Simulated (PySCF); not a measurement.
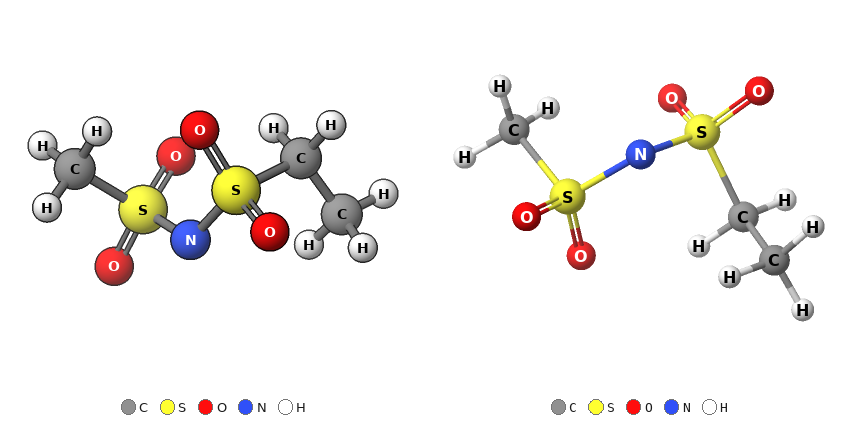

Both panels show the same species.

State: charge −1, singlet. The computed structure is the end point of a PBE0-D3(BJ)/def2-SVP optimisation. No frequency run is at hand to confirm it as a minimum.

Give the formula.

Answer. C3H8NO4S2(-), 18 atoms: 3 carbon, 8 hydrogen, 1 nitrogen, 4 oxygen and 2 sulfur.

What is its SMILES?

Answer. CCS(=O)(=O)[N-]S(C)(=O)=O

More results for the same structure follow; atom numbers are the same in all pictures, views and colours differ.

Shape

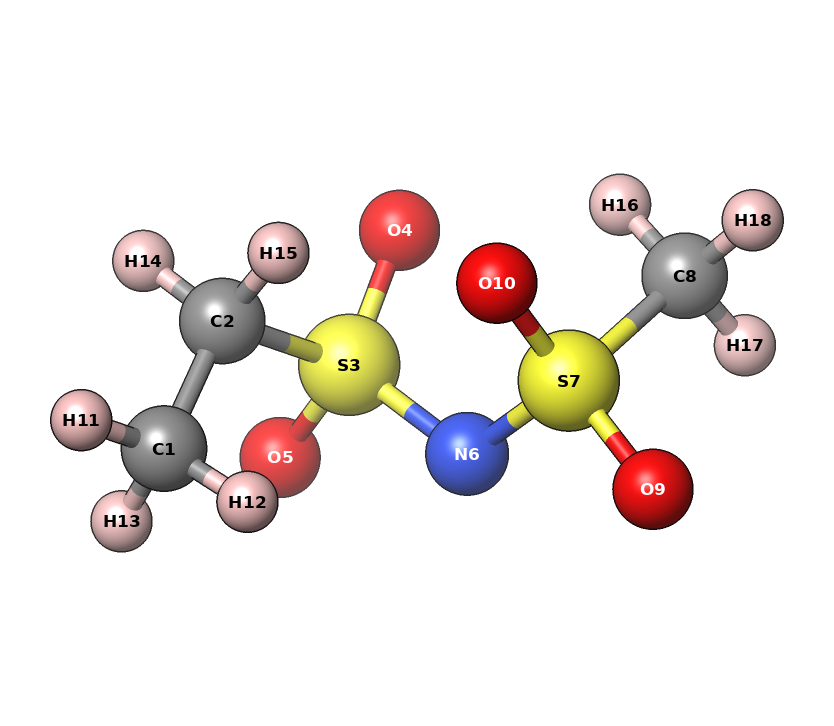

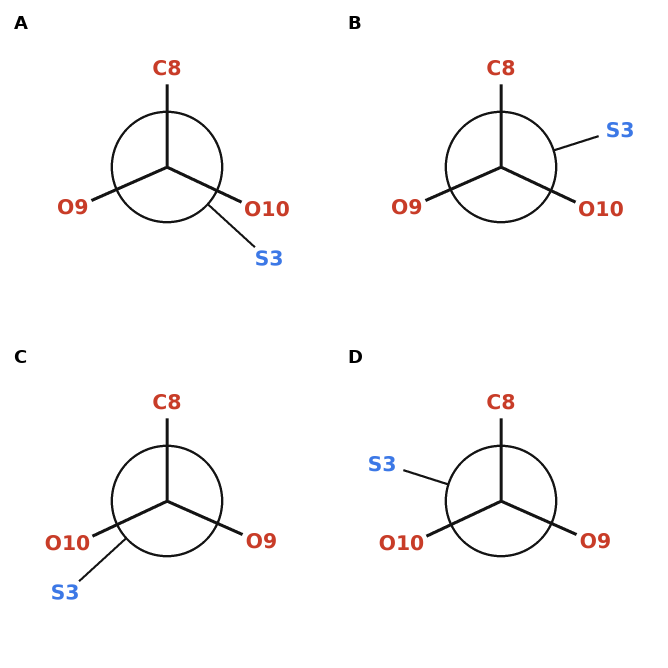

Distant atoms are faded towards the background colour. Bonds that would overlap in a projection are set slightly apart. No frequency run is at hand to confirm it as a minimum.

Which Newman projection shows the view along S7–N6, with S7 in front?

Answer. D. The torsion angle O9–S7–N6–S3 is 174°, antiperiplanar (anti).

NMR shielding

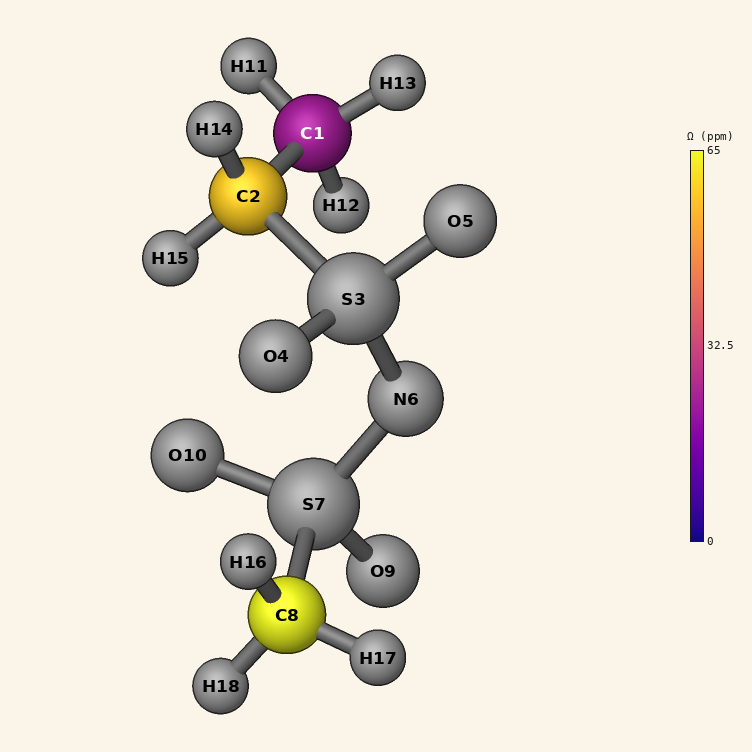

The C atoms are coloured by the span of their shielding tensor. No frequency run is at hand to confirm it as a minimum. Method: GIAO KT3/pcSseg-1 NMR shielding, non-relativistic, gas phase (PySCF 2.14.0). Principal shieldings σ11 ≤ σ22 ≤ σ33, span Ω = σ33 − σ11, skew κ = 3(σiso − σ22)/Ω.

Which C atom has the most anisotropic shielding?

Answer. C8, with a span of 65 ppm.

Give the shielding tensors of the C atoms.

```tsv
atom	σ11	σ22	σ33	σiso	Ω	κ
C1	159.9	166.0	183.3	169.8	23.4	0.48
C2	108.2	120.8	166.5	131.8	58.3	0.57
C8	115.2	121.9	180.0	139.0	64.9	0.79
```

Shieldings and span in ppm.

Levels of theory compared

No frequency run is at hand to confirm it as a minimum. Program: PySCF 2.14.0.

At this fixed geometry, give HOMO energy (eV) at these levels: KT3/pcSseg-1; PBE0/def2-SVPD; PBE0/pcSseg-1; PBE0/pcSseg-1 in chloroform (IEF-PCM); PBE0/pcSseg-1 in cyclohexane (IEF-PCM).

```json
{"level": "KT3/pcSseg-1", "HOMO energy (eV)": "−1.84"}
{"level": "PBE0/def2-SVPD", "HOMO energy (eV)": "−3.57"}
{"level": "PBE0/pcSseg-1", "HOMO energy (eV)": "−3.30"}
{"level": "PBE0/pcSseg-1 in chloroform (IEF-PCM)", "HOMO energy (eV)": "−6.57"}
{"level": "PBE0/pcSseg-1 in cyclohexane (IEF-PCM)", "HOMO energy (eV)": "−5.37"}
```

Charges

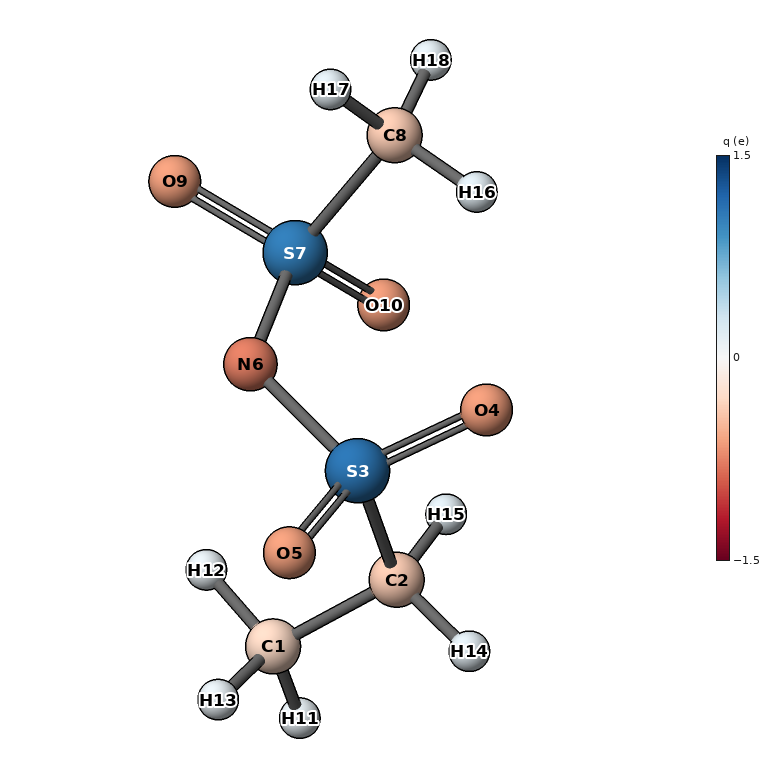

Atoms are coloured by their Mulliken charges. No frequency run is at hand to confirm it as a minimum. Level of theory: PBE0/pcSseg-1 in chloroform (IEF-PCM) (PySCF 2.14.0).

Which atom carries the highest charge (most positive or least negative)?

Answer. S3 (1.08 e).

And the lowest?

Answer. N6 (−0.76 e).

Give the Mulliken charges atom by atom.

| atom | value (e) |
| --- | --- |
| C1 | −0.30 |
| C2 | −0.38 |
| S3 | 1.08 |
| O4 | −0.63 |
| O5 | −0.62 |
| N6 | −0.76 |
| S7 | 1.04 |
| C8 | −0.38 |
| O9 | −0.62 |
| O10 | −0.63 |
| H11 | 0.13 |
| H12 | 0.13 |
| H13 | 0.12 |
| H14 | 0.15 |
| H15 | 0.17 |
| H16 | 0.17 |
| H17 | 0.15 |
| H18 | 0.15 |

Mulliken values depend strongly on the basis set and can even reverse the polarity of a bond.
